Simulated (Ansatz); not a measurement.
# CH₇AlClNSi: small, medium and large basis sets

Aim: see how fast density functionals converge with the basis set for CH₇AlClNSi.

Method: one geometry, several basis sets; program: Ansatz 0.2.0, Gaussian basis.

Plan: PBE0-D4/def2-SVP; ωB97M-V/def2-SVP; PBE0-D4/def2-QZVPP; ωB97M-V/def2-QZVPP; the functionals' def2-TZVPP values are taken from earlier runs.

## Step 1: Structure used throughout

An earlier PBE0-D4 in a triple-zeta def2 set relaxation fixed the geometry.

12 atoms, charge 0, spin multiplicity 1.

Atoms are counted from 1 here; the program's logs count them from 0.

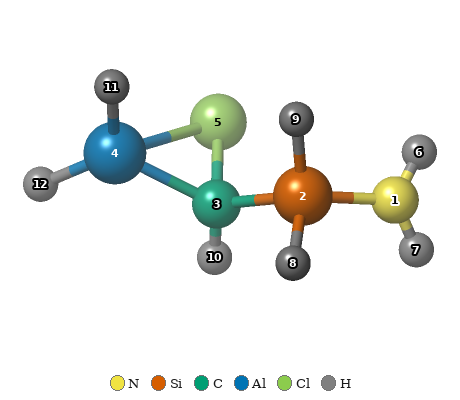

The structure; nitrogen yellow, silicon orange, carbon teal, aluminium blue, chlorine green, hydrogen grey; atoms are numbered from 1 in the order of the file.

## Step 2: PBE0-D4 in def2-SVP

in.yaml

```yaml
crystal:
  periodic: [false, false, false]
  atoms:
    - {symbol: N, position_ang: [-1.175702, 0.602894, 2.041599]}
    - {symbol: Si, position_ang: [-0.176152, -0.375552, 1.053636]}
    - {symbol: C, position_ang: [0.584985, 0.385967, -0.472639]}
    - {symbol: Al, position_ang: [0.991014, -0.633780, -2.107698]}
    - {symbol: Cl, position_ang: [-0.762630, 0.978532, -1.623575]}
    - {symbol: H, position_ang: [-2.139790, 0.759568, 1.798947]}
    - {symbol: H, position_ang: [-0.802007, 1.367034, 2.579533]}
    - {symbol: H, position_ang: [1.000487, -0.812417, 1.854233]}
    - {symbol: H, position_ang: [-1.001158, -1.524297, 0.606746]}
    - {symbol: H, position_ang: [1.203358, 1.265819, -0.291963]}
    - {symbol: H, position_ang: [0.347464, -2.069808, -2.263440]}
    - {symbol: H, position_ang: [2.007132, 0.000840, -3.141381]}
basis:
  gaussian: {orbitals: def2-SVP}
hamiltonian: {xc: pbe0, dispersion: d4}
output: {orbitals: {seedname: orbitals}}
```

On the command line:

```bash
> ansatz run in.yaml --threads 4 --pin off --events-out ev --progress --plain --max-ram 10444MiB
```

Further steps of the session: ωB97M-V in def2-SVP; PBE0-D4 in def2-QZVPP; ωB97M-V in def2-QZVPP.

Q: Predict the results of all the runs planned. Wanted: PBE0-D4: double and triple zeta above quadruple; ωB97M-V: double and triple zeta above quadruple.

The runs gave:

```
                                       quantity           value
PBE0-D4: double and triple zeta above quadruple  13.61, 1.01 eV
ωB97M-V: double and triple zeta above quadruple  13.65, 0.96 eV
```

PBE0-D4 gains 12.60 eV from double to triple zeta, then 1.01 eV more. Total energies overstate the basis error of differences, where much of it tends to cancel. The LUMO of ωB97M-V is positive and keeps falling with the basis (1.18 to 0.51 eV): an unbound level that the basis holds in place.
